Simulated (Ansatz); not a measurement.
**SiGeH₃ (doublet): from Hartree-Fock to the top rungs, cc-pVDZ**

How much of the correlation energy of SiGeH₃ (doublet) does each wave-function method recover here?

Method: cc-pVDZ, core rule «outside noble gas», up to 19 orbitals frozen; program: Ansatz 0.2.0, Gaussian basis.

To be run: UHF; CCSD(T) on ROHF; CCSD(T) on UHF; BCCD(T) on ROHF; CISD; CCSDT(Q) on ROHF; CCSDT(Q) on UHF.

21 further runs of the same task are left out: 2 for a mislabelled method, 9 that didn't finish, 10 set aside as unsound or not needed.

## 1. The geometry

The geometry is a PBE0/def2-TZVP stationary point (not a proven minimum). No spin-orbit coupling is included. The filled d shell of Ge may be among the frozen orbitals whatever the setting's name suggests; the logs give the count.

5 atoms, charge 0, spin multiplicity 2.

Atoms are counted from 1 here; the program's logs count them from 0.

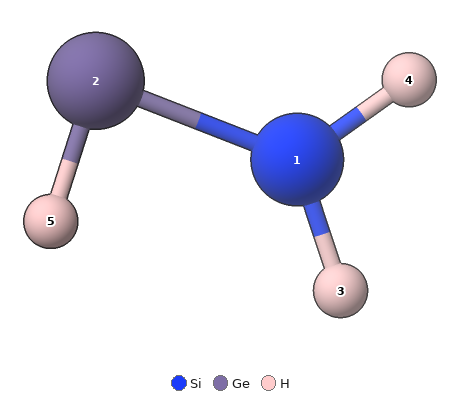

The structure; silicon blue, germanium purple, hydrogen pink; atoms are numbered from 1 in the order of the file.

## 2. UHF

in.yaml reads:

```yaml
crystal:
  periodic: [false, false, false]
  atoms:
    - {symbol: Si, position_ang: [0.000000, 0.018056, 1.651607]}
    - {symbol: Ge, position_ang: [0.000000, -0.028376, -0.700224]}
    - {symbol: H, position_ang: [0.000000, 1.185718, 2.580640]}
    - {symbol: H, position_ang: [0.000000, -1.209392, 2.499223]}
    - {symbol: H, position_ang: [0.000000, 1.565561, -0.637062]}
basis:
  gaussian: {orbitals: cc-pVDZ}
magnetization: {spin_polarized: true, initial_magnetization: 1}
hamiltonian: {xc: hf}
output: {orbitals: {seedname: orbitals}}
```

Launch:

```console
$ ansatz run in.yaml --threads 1 --pin off --events-out ev --progress --plain --max-ram 2393MiB
```

After this run come: CCSD(T) on ROHF; CCSD(T) on UHF; BCCD(T) on ROHF; CISD; CCSDT(Q) on ROHF; CCSDT(Q) on UHF.

Before running them: what should the planned runs give, taken together? Wanted: UCCSDT(Q) below the RHF energy; RMP2 from UCCSDT(Q); UMP2 from UCCSDT(Q); RCCSD from UCCSDT(Q); RCCSD(T) from UCCSDT(Q); UCCSD(T) from UCCSDT(Q); RCCSDT(Q) from UCCSDT(Q); T1 diagnostic.

As calculated:

```
                         quantity                      value
   UCCSDT(Q) below the RHF energy                 -5.9427 eV
              RMP2 from UCCSDT(Q)                +1321.7 meV
              UMP2 from UCCSDT(Q)                +1338.1 meV
             RCCSD from UCCSDT(Q)                 +226.0 meV
          RCCSD(T) from UCCSDT(Q)                  +47.8 meV
          UCCSD(T) from UCCSDT(Q)                  +48.0 meV
         RCCSDT(Q) from UCCSDT(Q)                   +0.6 meV
levels within 1 kcal/mol (43 meV)  RCCSDT, UCCSDT, RCCSDT(Q)
                    T1 diagnostic                      0.018
```

In words: RCCSD(T) misses by +47.8 meV, 0.8 % of the correlation energy. These misses are within one basis, not against nature; the frozen cores of restricted and unrestricted runs differ, which can shift their rows.
